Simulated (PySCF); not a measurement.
## Run report: C9H20OSi, NMR shielding calculation

System: C9H20OSi.
Method: GIAO OPBE/6-31G* NMR shielding, non-relativistic, gas phase (PySCF 2.14.0).

The geometry comes from this level: GFN2-xTB. Figures and captions count atoms from 1; the log counts them from 0 in places.

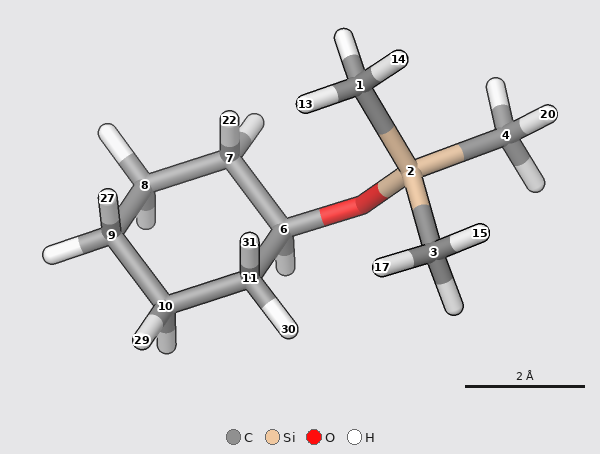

Figure 1. The structure as given in the input (stick view, seen at a tilt; atoms are numbered from 1 in the order of the input).

Key numbers:

| quantity | value |
| --- | --- |
| outcome | converged |
| total energy | −719.534766 hartree |
| HOMO | −5.68 eV |
| LUMO | 1.72 eV |
| dipole moment | 1.19 D |
| isotropic shielding, C | 123.6 to 193.8 ppm |
| isotropic shielding, Si | 394.7 ppm |
| isotropic shielding, O | 261.0 ppm |
| isotropic shielding, H | 28.3 to 32.8 ppm |
| hardware | 1 CPU thread, shared host |
| wall time | 70 s |
| peak memory | 0.87 GiB |

Input file:
```
{"job": {"xc": "OPBE", "basis": "6-31G*", "kind": "nmr", "pop": false}, "charge": 0, "multiplicity": 1}
C     -1.691625     0.236512     1.982368
Si    -2.024914     0.019021     0.111261
C     -2.403968     1.744223    -0.621022
C     -3.502817    -1.141831    -0.161068
O     -0.845982    -0.758910    -0.700085
C      0.547013    -0.627020    -0.781700
C      1.229981    -1.325082     0.395381
C      2.747027    -1.246806     0.256865
C      3.201216     0.207499     0.174219
C      2.516158     0.912903    -0.992662
C      0.999386     0.829161    -0.851936
H     -1.440555    -0.711233     2.450839
H     -0.873357     0.925633     2.176046
H     -2.565798     0.627770     2.493275
H     -3.364802     2.113214    -0.276390
H     -2.443206     1.703492    -1.705939
H     -1.657707     2.485673    -0.349607
H     -3.687115    -1.303189    -1.217605
H     -3.338329    -2.112504     0.294445
H     -4.404153    -0.721970     0.271756
H      0.835997    -1.135863    -1.713310
H      0.912972    -0.836935     1.318036
H      0.899803    -2.364386     0.433243
H      3.056034    -1.774632    -0.648276
H      3.220324    -1.738231     1.109117
H      4.285193     0.252719     0.051777
H      2.947684     0.718880     1.105512
H      2.819808     0.441711    -1.930274
H      2.824514     1.959610    -1.029254
H      0.506644     1.317642    -1.693732
H      0.682547     1.332418     0.063353
```

The first line tells a small driver script what to run in PySCF; the rest is the geometry in Å.

Launched with:
```bash
OMP_NUM_THREADS=1 python <driver script> task.json out
```

Log:
```
coarse grid: 24888 points
cycle   1  E = -719.4391331753  dE =  7.482e-01  |g| = 1.012e+00  |ddm| = 4.784e+00
cycle   2  E = -719.0916871312  dE =  3.474e-01  |g| = 1.591e+00  |ddm| = 2.911e+00
cycle   3  E = -719.6773637649  dE = -5.857e-01  |g| = 2.636e-01  |ddm| = 2.019e+00
cycle   4  E = -719.6922304596  dE = -1.487e-02  |g| = 5.378e-02  |ddm| = 2.998e-01
cycle   5  E = -719.6928128782  dE = -5.824e-04  |g| = 1.713e-02  |ddm| = 6.487e-02
cycle   6  E = -719.6928743568  dE = -6.148e-05  |g| = 6.279e-03  |ddm| = 2.510e-02
cycle   7  E = -719.6928843873  dE = -1.003e-05  |g| = 8.378e-04  |ddm| = 7.085e-03
cycle   8  E = -719.6928845599  dE = -1.726e-07  |g| = 2.754e-04  |ddm| = 1.186e-03
final grid: 231448 points
cycle   9  E = -719.5345951684  dE = -1.463e-04  |g| = 2.790e-02  |ddm| = 7.572e-02
cycle  10  E = -719.5341652824  dE =  4.299e-04  |g| = 5.342e-02  |ddm| = 7.385e-02
cycle  11  E = -719.5347600708  dE = -5.948e-04  |g| = 5.025e-03  |ddm| = 5.153e-02
cycle  12  E = -719.5347659334  dE = -5.863e-06  |g| = 8.254e-04  |ddm| = 6.062e-03
cycle  13  E = -719.5347660899  dE = -1.566e-07  |g| = 1.802e-04  |ddm| = 1.145e-03
cycle  14  E = -719.5347660962  dE = -6.273e-09  |g| = 8.575e-05  |ddm| = 2.773e-04
cycle  15  E = -719.5347660982  dE = -1.978e-09  |g| = 9.864e-06  |ddm| = 9.779e-05
cycle  16  E = -719.5347660982  dE = -2.319e-11  |g| = 3.328e-06  |ddm| = 1.487e-05
```

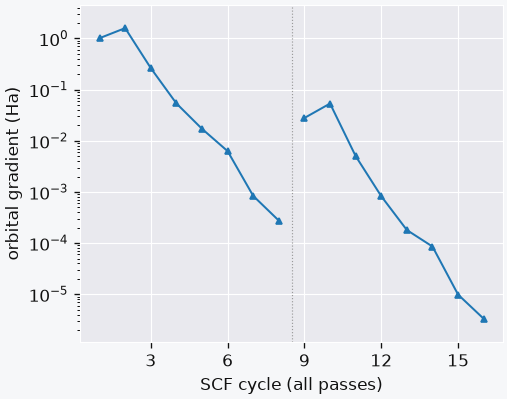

Figure 2. Convergence of the self-consistent field: orbital gradient against the SCF cycle. The dotted line marks the change from a coarse to the final integration grid. The first 8 cycles use a coarse grid, the final grid takes over at cycle 9, and the field converges after 16 cycles in all.

```
converged SCF energy = -719.5347660982

GIAO shielding tensors (ppm)
atom      isotropic    diamagn.    paramagn.     s11        s22        s33       span
  0 C      192.207     255.669     -63.463    185.314    192.812    198.493     13.180
  1 Si     394.744     881.497    -486.752    370.796    382.697    430.741     59.945
  2 C      191.742     254.411     -62.668    183.825    191.441    199.961     16.137
  3 C      193.849     252.007     -58.158    184.632    194.795    202.121     17.489
  4 O      260.964     392.963    -131.999    240.156    270.161    272.575     32.420
  5 C      123.571     238.166    -114.596     99.215    108.648    162.850     63.635
  6 C      159.871     249.680     -89.809    150.691    157.813    171.110     20.419
  7 C      168.985     244.043     -75.058    163.257    167.932    175.765     12.508
  8 C      168.821     244.021     -75.200    165.574    168.972    171.917      6.343
  9 C      168.810     244.113     -75.303    163.320    167.714    175.398     12.079
 10 C      159.078     250.948     -91.871    149.591    159.045    168.597     19.006
 11 H       32.244      32.704      -0.460     28.670     30.387     37.674      9.004
 12 H       32.176      33.813      -1.637     28.241     31.299     36.987      8.746
 13 H       32.482      30.868       1.614     28.224     29.778     39.445     11.221
 14 H       32.560      30.245       2.315     28.235     29.959     39.485     11.251
 15 H       32.246      31.763       0.483     28.778     29.933     38.027      9.249
 16 H       32.248      33.057      -0.809     28.114     31.617     37.012      8.898
 17 H       32.230      30.389       1.841     28.077     30.146     38.466     10.389
 18 H       32.297      30.846       1.450     27.973     30.543     38.373     10.400
 19 H       32.817      29.157       3.661     28.432     30.327     39.692     11.261
 20 H       28.257      31.932      -3.675     23.682     29.632     31.457      7.776
 21 H       30.812      33.762      -2.950     26.390     30.623     35.423      9.034
 22 H       30.288      32.519      -2.231     25.654     30.301     34.910      9.256
 23 H       30.948      30.511       0.437     27.041     29.049     36.752      9.711
 24 H       30.541      29.629       0.912     25.355     28.679     37.588     12.233
 25 H       30.729      29.591       1.138     25.952     28.442     37.791     11.839
 26 H       31.099      29.603       1.496     28.473     28.644     36.181      7.709
 27 H       30.948      30.787       0.161     26.963     29.153     36.728      9.765
 28 H       30.511      29.936       0.575     25.278     28.902     37.354     12.076
 29 H       30.199      33.646      -3.447     25.034     31.005     34.557      9.524
 30 H       30.854      34.715      -3.861     26.937     30.434     35.190      8.253
```

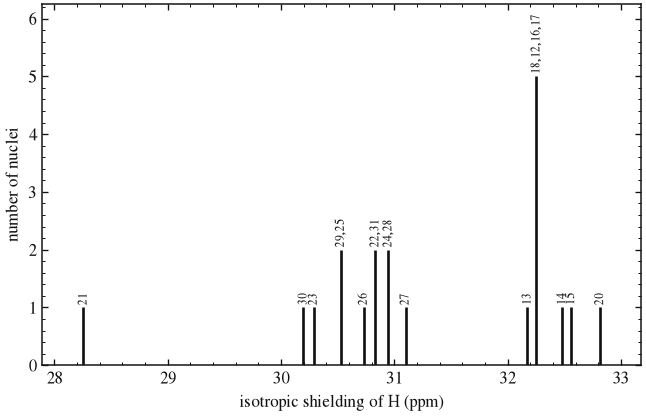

Figure 3. Isotropic shieldings of the hydrogen nuclei in this fixed geometry, labelled by atom number; shielding grows to the right, so chemical shift grows to the left. The least shielded is H21 (28.3 ppm), the most shielded H20 (32.8 ppm).
